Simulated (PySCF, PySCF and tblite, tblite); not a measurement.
# C₅H₈F+: a path driven as rotation about a bond, and NMR exchange

How fast is rotation about a bond in C₅H₈F+ (`C=C[CH+]CCF`), and when do the exchanging lines merge?

Computed with tblite 0.8.0 (tight binding) and PySCF 2.14.0 (DFT, with response routines of our own); each step states its level. Atoms count from 0 throughout.

## 1. The starting structure

14 atoms, charge 1, multiplicity 1; geometry from: force field or distance geometry start.

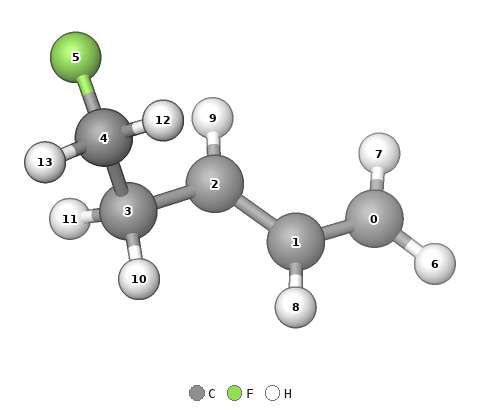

The starting geometry (carbon grey, fluorine green, hydrogen white), atoms numbered.

## 2. GFN2-xTB relaxation, start minimum

Job settings and geometry (Å):

```
{"job": {"xc": "GFN2-xTB", "basis": "xTB", "kind": "relax"}, "charge": 1, "multiplicity": 1}
C      2.557900     0.472700     0.776100
C      1.526400    -0.126300     0.148000
C      0.245300     0.474600     0.025900
C     -0.891200    -0.226100    -0.672000
C     -2.086400    -0.422600     0.268200
F     -2.629400     0.793200     0.552800
H      3.515800    -0.009900     0.855900
H      2.459300     1.469300     1.218400
H      1.684900    -1.125100    -0.263600
H      0.054500     1.474500     0.419600
H     -0.568900    -1.213500    -1.037200
H     -1.198400     0.362200    -1.527500
H     -1.812900    -0.907500     1.210300
H     -2.857600    -1.015900    -0.232100
```

Launch:

```
OMP_NUM_THREADS=1 python ens_run.py task.json out
```

This one command runs the whole study; its stages follow in the order run.

What it wrote:

```text
step      E/eV     max force
  0    -516.38231    2.244
  1    -516.46586    0.772
  2    -516.48323    0.467
  3    -516.49384    0.273
  4    -516.50237    0.227
  5    -516.50575    0.157
  6    -516.50857    0.122
  7    -516.50991    0.086
  8    -516.51114    0.075
  9    -516.51215    0.094
 10    -516.51342    0.107
 11    -516.51489    0.114
 12    -516.51644    0.112
 13    -516.51782    0.079
 14    -516.51909    0.094
 15    -516.52044    0.101
 16    -516.52193    0.109
 17    -516.52337    0.109
 18    -516.52462    0.103
 19    -516.52568    0.086
 20    -516.52663    0.093
 21    -516.52747    0.086
 22    -516.52812    0.056
 23    -516.52856    0.057
 24    -516.52894    0.060
 25    -516.52942    0.062
 26    -516.53006    0.078
 27    -516.53077    0.070
 28    -516.53144    0.082
 29    -516.53206    0.082
 30    -516.53270    0.069
 31    -516.53347    0.073
 32    -516.53447    0.078
 33    -516.53571    0.098
 34    -516.53709    0.101
 35    -516.53841    0.081
 36    -516.53961    0.080
 37    -516.54064    0.065
 38    -516.54125    0.071
 39    -516.54158    0.071
 40    -516.54209    0.061
 41    -516.54315    0.089
 42    -516.54384    0.071
 43    -516.54465    0.059
 44    -516.54525    0.065
 45    -516.54630    0.083
 46    -516.54761    0.089
 47    -516.54884    0.081
 48    -516.54954    0.070
 49    -516.54997    0.072
 50    -516.55040    0.070
 51    -516.55114    0.056
 52    -516.55164    0.052
 53    -516.55209    0.043
 54    -516.55235    0.044
 55    -516.55265    0.044
 56    -516.55308    0.043
 57    -516.55368    0.042
 58    -516.55427    0.060
 59    -516.55481    0.074
 60    -516.55534    0.081
 61    -516.55588    0.056
 62    -516.55654    0.073
 63    -516.55743    0.080
 64    -516.55862    0.076
 65    -516.55925    0.056
 66    -516.55976    0.052
 67    -516.56038    0.059
 68    -516.56110    0.068
 69    -516.56175    0.060
 70    -516.56224    0.062
 71    -516.56271    0.062
 72    -516.56324    0.064
 73    -516.56366    0.041
 74    -516.56394    0.032
 75    -516.56414    0.030
 76    -516.56432    0.033
 77    -516.56451    0.035
 78    -516.56465    0.025
 79    -516.56473    0.021
 80    -516.56479    0.021
 81    -516.56484    0.017
 82    -516.56488    0.014
 83    -516.56490    0.013
 84    -516.56493    0.011
 85    -516.56495    0.010
 86    -516.56498    0.011
 87    -516.56500    0.013
 88    -516.56503    0.013
 89    -516.56505    0.012
 90    -516.56507    0.010
 91    -516.56509    0.009
 92    -516.56510    0.009
 93    -516.56511    0.010
 94    -516.56513    0.011
 95    -516.56516    0.012
 96    -516.56518    0.012
 97    -516.56521    0.015
 98    -516.56524    0.016
 99    -516.56527    0.015
100    -516.56530    0.016
101    -516.56533    0.012
102    -516.56535    0.012
103    -516.56537    0.011
104    -516.56539    0.009
105    -516.56541    0.009
106    -516.56542    0.009
107    -516.56543    0.009
108    -516.56544    0.009
109    -516.56544    0.007
110    -516.56545    0.004
111    -516.56545    0.005
112    -516.56546    0.004
113    -516.56546    0.005
114    -516.56546    0.004
115    -516.56546    0.003
```

It took 0.81 s on 1 thread of Arm Neoverse N1, shared host.

Relaxing gained 0.183 eV and moved the atoms by 0.37 Å on average (rms).

## 3. Relaxed scan, rotation

Job settings and geometry (Å):

```
{"job": {"xc": "GFN2-xTB", "basis": "xTB", "coordinate": [["t", [0, 1, 2, 3], 0.25], ["t", [0, 1, 2, 9], 0.25], ["t", [8, 1, 2, 3], 0.25], ["t", [8, 1, 2, 9], 0.25]], "kind": "drive"}, "charge": 1, "multiplicity": 1}
C      2.564848     0.607453     0.691476
C      1.602908    -0.100887     0.043040
C      0.251315     0.235255     0.168057
C     -0.832934    -0.451796    -0.486905
C     -2.206233    -0.310395     0.191555
F     -2.365074     0.969857     0.623539
H      3.608580     0.338714     0.617322
H      2.322543     1.458469     1.313277
H      1.876469    -0.951451    -0.569994
H     -0.011113     1.094901     0.782940
H     -0.611112    -1.488414    -0.754481
H     -0.910944     0.097524    -1.448902
H     -2.265655    -0.963366     1.069940
H     -3.024275    -0.536335    -0.498230
```

What it wrote:

```text
point  coordinate     E/eV
  0     14.400     -516.53449
  1     28.900     -516.44602
  2     43.500     -516.30482
  3     58.500     -516.13401
  4     74.000     -515.98876
  5     90.400     -515.95466
  6    106.100     -516.06174
  7    121.200     -516.20986
  8    135.900     -516.33639
  9    150.300     -516.40797
 10    164.900     -516.42955
 11    179.800     -516.42211
```

It took 3.9 s on 1 thread of Arm Neoverse N1, shared host.

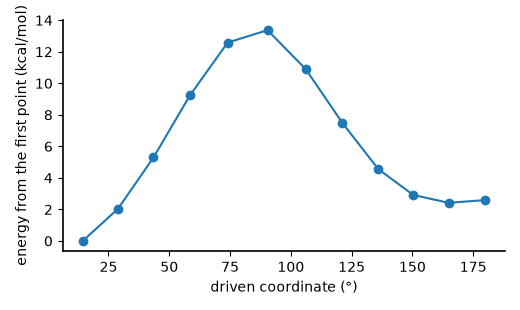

Energy along the scan.

## 4. Nudged elastic band, leg 1

The job, as its differences from that of step 3:

```diff
@@ -1,2 +1,2 @@
-{"job": {"xc": "GFN2-xTB", "basis": "xTB", "coordinate": [["t", [0, 1, 2, 3], 0.25], ["t", [0, 1, 2, 9], 0.25], ["t", [8, 1, 2, 3], 0.25], ["t", [8, 1, 2, 9], 0.25]], "kind": "drive"}, "charge": 1, "multiplicity": 1}
+{"job": {"xc": "GFN2-xTB", "basis": "xTB", "kind": "neb"}, "charge": 1, "multiplicity": 1}
 C      2.564848     0.607453     0.691476
```

What it wrote:

```text
image   E - E0 / eV
  0       0.0000
  1       0.0892
  2       0.3442
  3       0.6253
  4       0.3956
  5       0.1943
  6       0.1349
```

Wall time 2.3 s (1 thread of Arm Neoverse N1, shared host); peak memory 0.19 GiB.

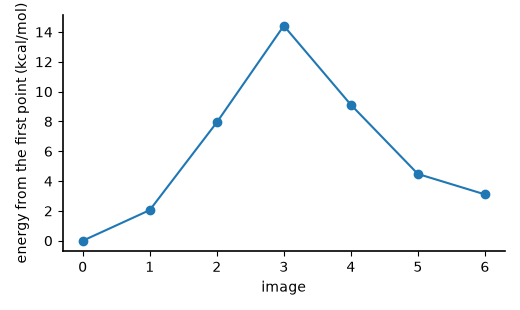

Energy along the band.

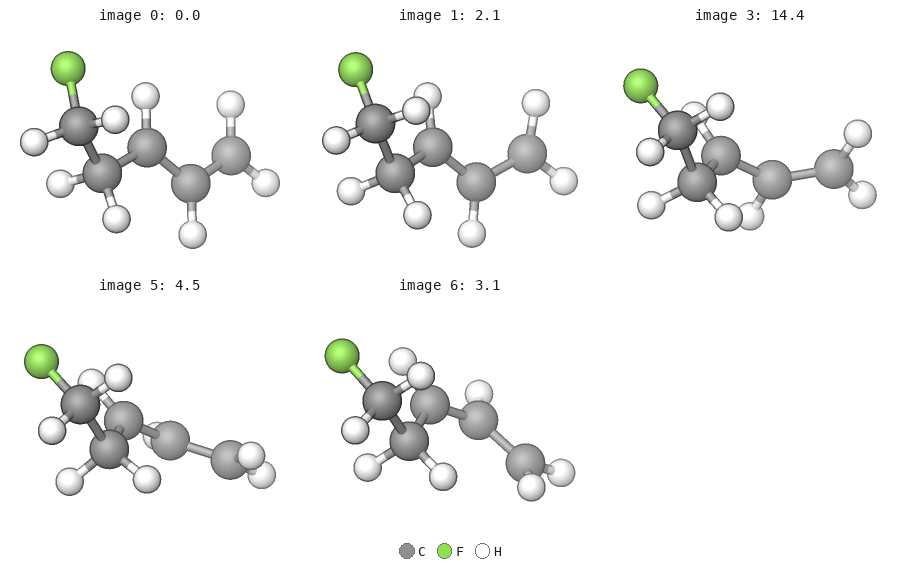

Images along the band, with energies in kcal/mol.

## 5. Saddle search, leg 1

Job settings and geometry (Å):

```
{"job": {"xc": "GFN2-xTB", "basis": "xTB", "kind": "saddle"}, "charge": 1, "multiplicity": 1}
C      2.462214     0.166682     0.806601
C      1.592403     0.308688    -0.173907
C      0.204440     0.515303    -0.325594
C     -0.777557    -0.509865    -0.563256
C     -2.108959    -0.268244     0.214705
F     -2.515865     1.009572     0.037827
H      3.514844     0.045361     0.622428
H      2.145230     0.165783     1.837283
H      1.973887     0.310034    -1.212333
H     -0.157702     1.546604    -0.347025
H     -0.412159    -1.523916    -0.394500
H     -1.077878    -0.402718    -1.621364
H     -1.952079    -0.432066     1.285774
H     -2.890820    -0.931217    -0.166639
```

What it wrote:

```text
step      E/eV     max force
  0    -515.94019   0.0592
  1    -515.94475   0.0863
  2    -515.94693   0.0979
  3    -515.94810   0.1039
  4    -515.94871   0.0717
  5    -515.94738   0.1322
  6    -515.94918   0.0057
  7    -515.94918   0.0010
lowest wavenumbers (cm-1): -476.2 57.5 85.4 191.4 223.6 297.8
```

Run time: 3.1 s. Hardware: 1 thread of Arm Neoverse N1, shared host; peak memory 0.19 GiB.

Point group C1; 1 imaginary mode, 476i cm⁻¹, carried by H8, H9. Steps downhill from it reached both ends.

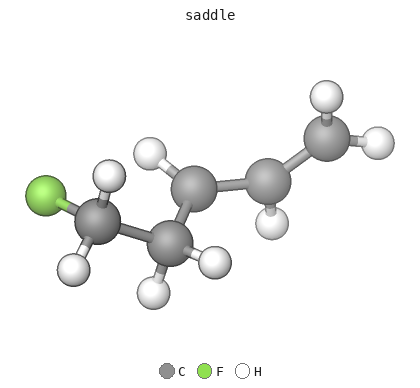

The saddle point.

## 6. Shieldings, start: PBE0/pcSseg-1 in methanol

Job settings and geometry (Å):

```
{"job": {"kind": "nmr", "xc": "PBE0", "basis": "pcSseg-1", "solvent": "methanol", "pop": false}, "charge": 1, "multiplicity": 1}
C      2.564848     0.607453     0.691476
C      1.602908    -0.100887     0.043040
C      0.251315     0.235255     0.168057
C     -0.832934    -0.451796    -0.486905
C     -2.206233    -0.310395     0.191555
F     -2.365074     0.969857     0.623539
H      3.608580     0.338714     0.617322
H      2.322543     1.458469     1.313277
H      1.876469    -0.951451    -0.569994
H     -0.011113     1.094901     0.782940
H     -0.611112    -1.488414    -0.754481
H     -0.910944     0.097524    -1.448902
H     -2.265655    -0.963366     1.069940
H     -3.024275    -0.536335    -0.498230
```

What it wrote:

```text
coarse grid: 11480 points
cycle   1  E = -294.4921165900  dE =  7.906e-01  |g| = 4.499e-01  |ddm| = 3.161e+00
cycle   2  E = -294.4709822744  dE =  2.113e-02  |g| = 6.000e-01  |ddm| = 7.377e-01
cycle   3  E = -294.5276361210  dE = -5.665e-02  |g| = 5.015e-02  |ddm| = 4.196e-01
cycle   4  E = -294.5279083348  dE = -2.722e-04  |g| = 3.410e-02  |ddm| = 5.567e-02
cycle   5  E = -294.5282127869  dE = -3.045e-04  |g| = 7.120e-03  |ddm| = 2.785e-02
cycle   6  E = -294.5282235377  dE = -1.075e-05  |g| = 2.767e-03  |ddm| = 6.485e-03
cycle   7  E = -294.5282253242  dE = -1.786e-06  |g| = 2.233e-04  |ddm| = 1.852e-03
final grid: 110624 points
cycle   8  E = -294.5708549196  dE = -3.750e-05  |g| = 6.951e-03  |ddm| = 2.870e-02
cycle   9  E = -294.5708551578  dE = -2.382e-07  |g| = 7.378e-03  |ddm| = 1.016e-02
cycle  10  E = -294.5708669169  dE = -1.176e-05  |g| = 1.137e-03  |ddm| = 4.970e-03
cycle  11  E = -294.5708671183  dE = -2.014e-07  |g| = 1.305e-04  |ddm| = 8.384e-04
cycle  12  E = -294.5708671206  dE = -2.284e-09  |g| = 4.955e-05  |ddm| = 1.096e-04
cycle  13  E = -294.5708671211  dE = -5.076e-10  |g| = 2.137e-05  |ddm| = 4.756e-05
converged SCF energy = -294.5708671211

GIAO shielding tensors (ppm)
atom      isotropic    diamagn.    paramagn.     s11        s22        s33       span
  0 C      -28.169     252.978    -281.147   -146.126    -99.307    160.926    307.052
  1 C       35.237     255.213    -219.975    -66.222      9.265    162.670    228.892
  2 C      -73.263     259.480    -332.744   -214.740   -157.823    152.772    367.512
  3 C      128.749     252.138    -123.390    105.345    131.226    149.675     44.330
  4 C      104.938     240.185    -135.247     71.294     80.610    162.910     91.615
  5 F      428.172     475.859     -47.688    378.087    423.367    483.061    104.974
  6 H       21.992      26.099      -4.107     16.595     23.226     26.156      9.561
  7 H       22.420      28.480      -6.060     16.445     23.699     27.116     10.671
  8 H       23.093      30.492      -7.399     20.193     21.839     27.249      7.055
  9 H       20.770      32.427     -11.657     12.139     21.160     29.011     16.872
 10 H       27.315      29.977      -2.662     23.675     26.542     31.727      8.052
 11 H       27.043      28.488      -1.445     22.611     26.424     32.094      9.483
 12 H       26.424      27.432      -1.009     22.097     26.323     30.852      8.755
 13 H       26.002      26.188      -0.187     21.917     25.687     30.401      8.484
```

It took 22 s on 1 thread of Arm Neoverse N1, shared host; peak memory 0.84 GiB.

This run: HOMO -9.78 eV, LUMO -4.62 eV.

## 7. Shieldings, saddle of leg 1: PBE0/pcSseg-1 in methanol

Job settings and geometry (Å):

```
{"job": {"kind": "nmr", "xc": "PBE0", "basis": "pcSseg-1", "solvent": "methanol", "pop": false}, "charge": 1, "multiplicity": 1}
C      2.544282     0.161284     0.722033
C      1.596337     0.332703    -0.178717
C      0.191629     0.496559    -0.178537
C     -0.773288    -0.538257    -0.436371
C     -2.181867    -0.248324     0.131790
F     -2.525413     1.031001    -0.169469
H      3.582713     0.094887     0.449203
H      2.309330     0.066558     1.770052
H      1.899878     0.411546    -1.236918
H     -0.202818     1.509842    -0.058906
H     -0.421090    -1.544161    -0.190750
H     -0.906118    -0.514270    -1.536526
H     -2.184032    -0.346087     1.222593
H     -2.929543    -0.913281    -0.309477
```

What it wrote:

```text
coarse grid: 11480 points
cycle   1  E = -294.4321032314  dE =  8.692e-01  |g| = 5.318e-01  |ddm| = 3.188e+00
cycle   2  E = -294.3824182156  dE =  4.969e-02  |g| = 7.479e-01  |ddm| = 9.344e-01
cycle   3  E = -294.4901506450  dE = -1.077e-01  |g| = 5.414e-02  |ddm| = 5.478e-01
cycle   4  E = -294.4905242108  dE = -3.736e-04  |g| = 3.456e-02  |ddm| = 5.892e-02
cycle   5  E = -294.4908042200  dE = -2.800e-04  |g| = 7.467e-03  |ddm| = 2.632e-02
cycle   6  E = -294.4908159842  dE = -1.176e-05  |g| = 2.459e-03  |ddm| = 6.603e-03
cycle   7  E = -294.4908172308  dE = -1.247e-06  |g| = 3.802e-04  |ddm| = 1.853e-03
final grid: 110624 points
cycle   8  E = -294.5335727216  dE = -3.680e-05  |g| = 6.749e-03  |ddm| = 2.520e-02
cycle   9  E = -294.5335723165  dE =  4.051e-07  |g| = 7.368e-03  |ddm| = 9.761e-03
cycle  10  E = -294.5335838928  dE = -1.158e-05  |g| = 1.094e-03  |ddm| = 4.778e-03
cycle  11  E = -294.5335840840  dE = -1.912e-07  |g| = 1.507e-04  |ddm| = 8.097e-04
cycle  12  E = -294.5335840878  dE = -3.816e-09  |g| = 4.421e-05  |ddm| = 1.230e-04
cycle  13  E = -294.5335840882  dE = -3.785e-10  |g| = 2.450e-05  |ddm| = 4.567e-05
converged SCF energy = -294.5335840882

GIAO shielding tensors (ppm)
atom      isotropic    diamagn.    paramagn.     s11        s22        s33       span
  0 C       68.208     252.733    -184.525    -23.796     48.332    180.087    203.883
  1 C       29.355     261.838    -232.483    -52.674     47.209     93.530    146.204
  2 C     -158.649     259.342    -417.991   -353.363   -274.890    152.307    505.670
  3 C      113.672     254.415    -140.743     73.235    116.236    151.545     78.309
  4 C      104.193     241.433    -137.240     69.842     80.182    162.555     92.713
  5 F      420.384     474.870     -54.486    364.874    408.548    487.729    122.856
  6 H       25.482      26.667      -1.185     23.263     25.041     28.141      4.878
  7 H       25.603      30.198      -4.595     23.582     25.035     28.193      4.610
  8 H       23.676      27.383      -3.707     22.188     24.328     24.514      2.325
  9 H       17.836      30.005     -12.168      5.231     20.380     27.898     22.667
 10 H       26.701      30.443      -3.742     23.950     26.601     29.552      5.602
 11 H       26.455      27.827      -1.372     21.875     26.160     31.329      9.454
 12 H       26.299      27.984      -1.684     22.242     26.043     30.613      8.371
 13 H       25.798      26.264      -0.466     21.974     25.366     30.055      8.080
```

Run time: 21 s. Hardware: 1 thread of Arm Neoverse N1, shared host; peak memory 0.82 GiB.

Key values: HOMO -8.91 eV, LUMO -4.75 eV.

## 8. Shieldings, end: PBE0/pcSseg-1 in methanol

Job settings and geometry (Å):

```
{"job": {"kind": "nmr", "xc": "PBE0", "basis": "pcSseg-1", "solvent": "methanol", "pop": false}, "charge": 1, "multiplicity": 1}
C      2.326544    -0.200678     0.615272
C      1.590856     0.680999    -0.109045
C      0.201475     0.614035    -0.285485
C     -0.652114    -0.530457    -0.087433
C     -2.097179    -0.185960     0.339177
F     -2.562786     0.835745    -0.423716
H      3.397080    -0.086407     0.701475
H      1.885357    -1.007959     1.181760
H      2.094465     1.533397    -0.552302
H     -0.292970     1.507000    -0.666441
H     -0.228540    -1.326107     0.527826
H     -0.750973    -0.939454    -1.113788
H     -2.113592     0.146158     1.383389
H     -2.764788    -1.041410     0.201983
```

What it wrote:

```text
coarse grid: 11480 points
cycle   1  E = -294.4850991243  dE =  7.930e-01  |g| = 4.533e-01  |ddm| = 3.175e+00
cycle   2  E = -294.4620977984  dE =  2.300e-02  |g| = 6.086e-01  |ddm| = 7.406e-01
cycle   3  E = -294.5213306022  dE = -5.923e-02  |g| = 5.350e-02  |ddm| = 4.288e-01
cycle   4  E = -294.5216658563  dE = -3.353e-04  |g| = 3.664e-02  |ddm| = 6.037e-02
cycle   5  E = -294.5220231749  dE = -3.573e-04  |g| = 7.372e-03  |ddm| = 2.912e-02
cycle   6  E = -294.5220345113  dE = -1.134e-05  |g| = 2.727e-03  |ddm| = 6.660e-03
cycle   7  E = -294.5220362306  dE = -1.719e-06  |g| = 2.224e-04  |ddm| = 1.872e-03
final grid: 110624 points
cycle   8  E = -294.5649934781  dE = -3.737e-05  |g| = 6.731e-03  |ddm| = 2.705e-02
cycle   9  E = -294.5649937502  dE = -2.722e-07  |g| = 7.103e-03  |ddm| = 9.894e-03
cycle  10  E = -294.5650048360  dE = -1.109e-05  |g| = 1.066e-03  |ddm| = 4.805e-03
cycle  11  E = -294.5650050114  dE = -1.755e-07  |g| = 1.505e-04  |ddm| = 8.048e-04
cycle  12  E = -294.5650050148  dE = -3.388e-09  |g| = 4.111e-05  |ddm| = 1.162e-04
cycle  13  E = -294.5650050151  dE = -2.846e-10  |g| = 2.523e-05  |ddm| = 4.356e-05
converged SCF energy = -294.5650050151

GIAO shielding tensors (ppm)
atom      isotropic    diamagn.    paramagn.     s11        s22        s33       span
  0 C      -17.997     255.313    -273.310   -133.506    -93.815    173.329    306.835
  1 C       37.949     254.841    -216.892    -70.382     19.452    164.775    235.157
  2 C      -74.072     259.265    -333.337   -234.198   -150.731    162.713    396.911
  3 C      131.256     252.569    -121.313     98.793    129.345    165.629     66.836
  4 C      103.775     241.451    -137.675     69.263     81.246    160.815     91.552
  5 F      426.026     474.747     -48.720    371.777    420.702    485.599    113.821
  6 H       22.412      26.053      -3.642     18.081     23.245     25.909      7.828
  7 H       22.078      30.237      -8.159     15.886     23.141     27.208     11.322
  8 H       23.002      28.633      -5.632     21.452     21.707     25.845      4.394
  9 H       20.406      30.728     -10.322     11.797     20.421     29.000     17.203
 10 H       27.064      31.332      -4.268     23.344     26.526     31.322      7.978
 11 H       27.328      28.727      -1.399     23.121     26.218     32.646      9.525
 12 H       26.486      27.896      -1.410     22.075     26.582     30.800      8.725
 13 H       25.990      26.743      -0.753     21.837     25.778     30.355      8.518
```

Wall time 21 s (1 thread of Arm Neoverse N1, shared host); peak memory 0.8 GiB.

In short: HOMO -9.79 eV, LUMO -4.73 eV.

[end of part 1 of 2]
